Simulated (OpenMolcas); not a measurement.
**One shape, several levels: CH6GeO (SMILES C[O][GeH3])**

Wanted: a comparison of 6 runs (BLYP/cc-pVDZ, M06-2X/cc-pVDZ, M06-L/cc-pVDZ, SVWN5/cc-pVDZ, revPBE/cc-pVDZ, CCSD(T)/cc-pVDZ) of CH6GeO. 

The calculation is run with OpenMolcas 26.06.

## Step 1: The molecule

CH6GeO: 9 atoms, total charge 0, spin state singlet. As SMILES, `C[O][GeH3]`. Geometry: relaxed at PBE0-D4/def2-TZVP.

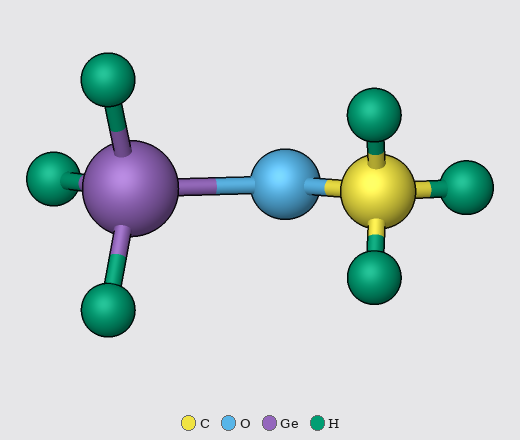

The structure, seen from a chosen angle (carbon yellow, oxygen blue, germanium purple, hydrogen teal).

## Step 2: Energy and gradient at BLYP/cc-pVDZ (run 1)

Input file job.input:

```
&gateway
 baslib=$CurrDir
 coord
 9
 bohr
 C     -0.87229758     1.77539769    -1.66220310
 O     -1.24211698    -0.72489894    -0.84527450
 Ge     0.77384285    -1.89804092     1.57659851
 H     -2.25708888     2.17809833    -3.13977996
 H      1.02215286     2.06830524    -2.45947855
 H     -1.14838657     3.14979550    -0.13076905
 H      3.53416580    -1.77445283     0.65214449
 H     -0.10223418    -4.61849065     2.02257387
 H      0.45901448    -0.24301878     3.95368500
 basis=cc-pVDZ
 group=NoSym

&seward
 gridinput
 Grid=UltraFine
 End of Grid

&scf
 ksdft=BLYP
 thresholds=1e-10 1e-07 1e-07 1e-05
 prorbitals=1 2

&alaska
```

The basis set cc-pVDZ is read from a file made from the Basis Set Exchange's data (not shown).

Command:

```sh
export MOLCAS_MEM=1860
pymolcas job.input > job.log
```

Standard output:

```text
--- Start Module: gateway ---
[...]
--- Stop Module: gateway /rc=_RC_ALL_IS_WELL_ ---
[...]
      Basis functions           85
[...]
--- Start Module: scf ---
[...]
       Convergence after  15 Iterations
[...]
::    Total KS-DFT energy                           -2193.9010778975
[...]
      Total spin, S                                     0.0000000000
[...]
      Total electronic charge=   52.000000
      Total            charge=   -0.000000
[...]
      Dipole Moment (debye):
      Origin of the operator (angstrom)=    0.1391   -0.6364    0.4116
                   X=  7.2547E-01               Y=  5.6407E-01               Z=  4.1343E-01           Total=  1.0077E+00
      Quadrupole Moment (debye*angstrom):
[...]
 *              Molecular gradients               *
 **************************************************
  Irreducible representation: a
 ------------------------------------------------------------------------------------------
                              X                       Y                       Z
 ------------------------------------------------------------------------------------------
  C1               -3.41949462526081E-04   -4.07580208284131E-03    1.52988312073177E-03
  O2                1.69003054508643E-02    9.98864132162791E-03    1.11241437154703E-02
  GE3              -1.02589261730213E-02    6.33651027931137E-03   -1.24821668505248E-02
  H4                7.65683780350512E-03   -2.70335473032812E-03    8.39975429194650E-03
  H5               -1.05440496205480E-02   -3.23576882409515E-03    4.81531970997162E-03
  H6                1.19716645423551E-03   -9.09919258978586E-03   -7.78233968077791E-03
  H7               -6.84720788639215E-03    2.77652793833544E-04    1.43498201560233E-03
  H8                1.98256909644146E-03    5.78028354875215E-03   -8.35303817704469E-04
[...]
```

It took 27 s on 1 thread of Intel Xeon 6975P-C (Granite Rapids), shared host; peak memory 0.47 GiB.

## Step 3: Energy and gradient at M06-2X/cc-pVDZ (run 2)

Input file job.input:

```
* CH6GeO Kohn-Sham DFT
>>> EXPORT MOLCAS_PRINT=2

&GATEWAY
 BASLIB
 $CurrDir
 COORD
 9
 angstrom
 C       -0.461600       0.939500      -0.879600
 O       -0.657300      -0.383600      -0.447300
 Ge       0.409500      -1.004400       0.834300
 H       -1.194400       1.152600      -1.661500
 H        0.540900       1.094500      -1.301500
 H       -0.607700       1.666800      -0.069200
 H        1.870200      -0.939000       0.345100
 H       -0.054100      -2.444000       1.070300
 H        0.242900      -0.128600       2.092200
 BASIS
 cc-pVDZ
 GROUP
 NoSym

&SEWARD
 GRIDINPUT
 Grid=UltraFine
 End of Grid

&SCF
 KSDFT
 M062X
 THRESHOLDS
 1e-10 1e-07 1e-07 1e-05
 PRORBITALS
 1

&ALASKA
```

The basis set cc-pVDZ is read from a file made from the Basis Set Exchange's data (not shown).

Command:

```sh
export MOLCAS_MEM=1860
pymolcas job.input > job.log
```

Standard output:

```text
--- Start Module: gateway ---
[...]
--- Stop Module: gateway /rc=_RC_ALL_IS_WELL_ ---
[...]
      Basis functions           85
[...]
--- Start Module: scf ---
[...]
       Convergence after  12 Iterations
[...]
::    Total KS-DFT energy                           -2193.8528564621
[...]
      Total spin, S                                     0.0000000000
[...]
      Total electronic charge=   52.000000
      Total            charge=   -0.000000
[...]
      Dipole Moment (debye):
      Origin of the operator (angstrom)=    0.1391   -0.6364    0.4116
                   X=  8.7884E-01               Y=  6.2550E-01               Z=  5.2770E-01           Total=  1.2009E+00
      Quadrupole Moment (debye*angstrom):
[...]
 *              Molecular gradients               *
 **************************************************
  Irreducible representation: a
 ------------------------------------------------------------------------------------------
                              X                       Y                       Z
 ------------------------------------------------------------------------------------------
  C1                1.23901274567673E-03    1.56215770546808E-03    3.83062205149720E-04
  O2                5.39528556031144E-03   -7.35557748439197E-04    5.38431503420256E-03
  GE3              -3.52964400035027E-03    2.89423679470246E-03   -4.61702023109467E-03
  H4                2.99448750296838E-03   -1.32564841340432E-03    3.41536703296663E-03
  H5               -4.49411547868195E-03   -7.06138604844808E-04    1.82483278569379E-03
  H6                5.80216129820621E-04   -3.24557529311242E-03   -3.61731376089347E-03
  H7               -2.59337374231627E-03    9.03727679287675E-06    5.22350974849761E-04
  H8                3.69666826883108E-04    2.85529972637644E-03   -9.80023868430546E-04
[...]
```

It took 31 s on 1 thread of Intel Xeon 6975P-C (Granite Rapids), shared host; peak memory 0.47 GiB.

Run 3 isn't shown in full; the table further down has it.

## Step 4: Energy and forces at SVWN5/cc-pVDZ (run 4)

Input file mol.input:

```
&GATEWAY
  BasLib=$CurrDir
  Coord
  9
  angstrom
  C       -0.461600       0.939500      -0.879600
  O       -0.657300      -0.383600      -0.447300
  Ge       0.409500      -1.004400       0.834300
  H       -1.194400       1.152600      -1.661500
  H        0.540900       1.094500      -1.301500
  H       -0.607700       1.666800      -0.069200
  H        1.870200      -0.939000       0.345100
  H       -0.054100      -2.444000       1.070300
  H        0.242900      -0.128600       2.092200
  Basis=cc-pVDZ
  Group=NoSym

&SEWARD
  GridInput
  Grid=UltraFine
  End of Grid

&SCF
  KSDFT=SVWN5
  Thresholds=1e-10 1e-07 1e-07 1e-05
  PrOrbitals=1 2

&ALASKA
```

The basis set cc-pVDZ is read from a file made from the Basis Set Exchange's data (not shown).

Command:

```sh
export MOLCAS_MEM=1860
pymolcas mol.input > mol.log
```

Standard output:

```text
--- Start Module: gateway ---
[...]
--- Stop Module: gateway /rc=_RC_ALL_IS_WELL_ ---
[...]
      Basis functions           85
[...]
--- Start Module: scf ---
[...]
       Convergence after  16 Iterations
[...]
::    Total KS-DFT energy                           -2189.7962058209
[...]
      Total spin, S                                     0.0000000000
[...]
      Total electronic charge=   52.000000
      Total            charge=   -0.000000
[...]
      Dipole Moment (debye):
      Origin of the operator (angstrom)=    0.1391   -0.6364    0.4116
                   X=  7.7111E-01               Y=  5.9676E-01               Z=  4.4076E-01           Total=  1.0701E+00
      Quadrupole Moment (debye*angstrom):
[...]
 *              Molecular gradients               *
 **************************************************
  Irreducible representation: a
 ------------------------------------------------------------------------------------------
                              X                       Y                       Z
 ------------------------------------------------------------------------------------------
  C1                3.76579207856720E-04    1.56484042571172E-02   -6.96176709658580E-03
  O2                5.56964554101569E-03   -7.45448494069767E-04    5.55948783483018E-03
  GE3              -2.04629519182298E-03   -7.40471032807832E-04   -1.54940121553437E-03
  H4                8.60234670134385E-03   -2.45166526852625E-03    9.16348528835353E-03
  H5               -1.19316609564590E-02   -2.85325213979482E-03    5.10799106198112E-03
  H6                1.38722768868749E-03   -9.50160920987253E-03   -9.18056481813778E-03
  H7               -3.67366785192313E-03   -1.87110441269289E-05    1.05988752470987E-03
  H8                1.38973892138283E-03    2.68249335371085E-03    4.96080068115301E-05
[...]
```

It took 19 s on 1 thread of Intel Xeon 6975P-C (Granite Rapids), shared host; peak memory 0.47 GiB.

Run 5 isn't shown in full; the table further down has it.

## Step 5: A single-point energy at CCSD(T)/cc-pVDZ (run 6)

Input file job.inp:

```
&GATEWAY
BasLib=$CurrDir
Coord
9
angstrom
C       -0.461600       0.939500      -0.879600
O       -0.657300      -0.383600      -0.447300
Ge       0.409500      -1.004400       0.834300
H       -1.194400       1.152600      -1.661500
H        0.540900       1.094500      -1.301500
H       -0.607700       1.666800      -0.069200
H        1.870200      -0.939000       0.345100
H       -0.054100      -2.444000       1.070300
H        0.242900      -0.128600       2.092200
Basis=cc-pVDZ
Group=NoSym
&SEWARD
&SCF
Thresholds=1e-10 1e-07 1e-07 1e-05
PrOrbitals=1 1
&RASSCF
FileOrb=$Project.ScfOrb
Spin=1
Nactel=0 0 0
Inactive=26
Ras2=0
OutOrbitals=Canonical
OrbListing=Nothing
&MOTRA
JobIph
Frozen=11
&CCSDT
CCT
Triples=2
Iterations=80
Accuracy=1e-08
Extrapolation=5 4
```

The basis set cc-pVDZ is read from a file made from the Basis Set Exchange's data (not shown).

Command:

```sh
export MOLCAS_MEM=1860
pymolcas job.inp > job.log
```

Standard output:

```text
--- Start Module: gateway ---
[...]
--- Stop Module: gateway /rc=_RC_ALL_IS_WELL_ ---
[...]
      Basis functions           85
[...]
       Convergence after  13 Iterations
[...]
::    Total SCF energy                              -2191.5549813771
[...]
      Total spin, S                                     0.0000000000
[...]
      Number of active orbitals                  0
[...]
      Spin quantum number                      0.0
[...]
      Active orbitals                            0
[...]
      Number of CSFs                             1
[...]
      Number of root(s) required                 1
[...]
      Convergence after  4 iterations
[...]
      Natural orbitals and occupation numbers for root  1
      ************************************************************************************************************************
      *                                                    Final results                                                     *
      ************************************************************************************************************************
[...]
::    RASSCF root number  1 Total energy:  -2191.55498138
[...]
      Total electronic charge=   52.000000
      Total            charge=   -0.000000
[...]
      Dipole Moment (debye):
      Origin of the operator (angstrom)=    0.1391   -0.6364    0.4116
                   X=  1.0365E+00               Y=  7.0619E-01               Z=  6.3701E-01           Total=  1.4067E+00
      Quadrupole Moment (debye*angstrom):
[...]
--- Start Module: motra ---
[...]
--- Stop Module: motra /rc=_RC_ALL_IS_WELL_ ---
--- Start Module: ccsdt ---
[...]
      Convergence after                    13  Iterations
      Total energy (diff) :   -2192.05079381      -0.00000000
[...]
 METHOD                       : CCSD+T(CCSD)+<T3(1)WT1> = CCSD(T)
[...]
       CCSD     =     -2192.0507938148849
[...]
```

It took 41 s on 1 thread of Intel Xeon 6975P-C (Granite Rapids), shared host; peak memory 0.47 GiB.

## Step 6: All runs side by side

| run | level | task | integration grid | energy (Eh) | dipole moment (D) of the reference | HOMO energy (eV) | LUMO energy (eV) | wall time |
| --- | --- | --- | --- | --- | --- | --- | --- | --- |
| 1 | BLYP/cc-pVDZ | gradient | UltraFine | -2193.901078 | 1.01 | -5.82 | -0.16 | 27 s |
| 2 | M06-2X/cc-pVDZ | gradient | UltraFine | -2193.852856 | 1.20 | -9.11 | 1.42 | 31 s |
| 3 | M06-L/cc-pVDZ | gradient | UltraFine | -2193.829144 | 1.11 | -6.23 | 0.39 | 37 s |
| 4 | SVWN5/cc-pVDZ | gradient | UltraFine | -2189.796206 | 1.07 | -6.01 | -0.55 | 19 s |
| 5 | revPBE/cc-pVDZ | gradient | UltraFine | -2193.698397 | 1.02 | -5.92 | -0.15 | 27 s |
| 6 | CCSD(T)/cc-pVDZ | energy | – | -2192.063333 | 1.41 | -11.57 | 3.81 | 41 s |

## Step 7: Summary of results

| quantity | value |
| --- | --- |
| run 6: total energy | -2192.06333 Eh |
| run 6: dipole moment (mean-field density) | 1.41 D |
| run 6: HOMO energy (Hartree–Fock orbitals) | -11.57 eV |
| run 6: LUMO energy (Hartree–Fock orbitals) | 3.81 eV |
| run 6: HOMO–LUMO gap (Hartree–Fock orbitals) | 15.38 eV |
| run 6: correlation energy (11 core orbitals frozen) | -508.4 mEh |
| run 6: (T) correction | -12.54 mEh |

In words: Over runs 1, 2, 3, 4, 5 the dipole moment (its size) runs from 1.01 D (BLYP/cc-pVDZ) to 1.20 D (M06-2X/cc-pVDZ). Over runs 1, 2, 3, 4, 5 the HOMO–LUMO gap runs from 5.46 eV (SVWN5/cc-pVDZ) to 10.54 eV (M06-2X/cc-pVDZ). Totals of different functionals can't be ranked against each other. All runs together took 3 min, the longest 41 s.
